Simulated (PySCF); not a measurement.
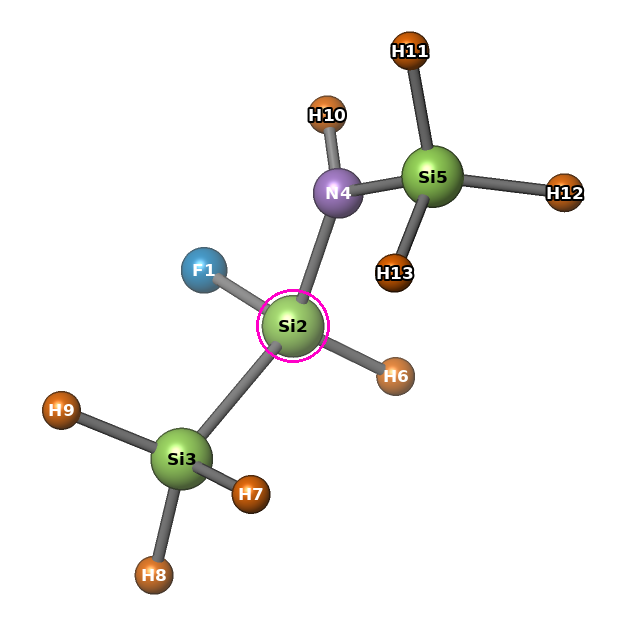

Depth is shown by fading: the farther an atom, the more it takes the colour of the background. Circles mark the stereogenic atoms. Computed geometry: GFN2-xTB optimisation. No frequency run is at hand to confirm it as a minimum.

What are the Cahn–Ingold–Prelog descriptors?

Answer. Si2: R (priorities Si3 > F1 > N4 > H6).

Give a SMILES with the stereochemistry.

Answer. F[Si@H]([SiH3])N[SiH3]
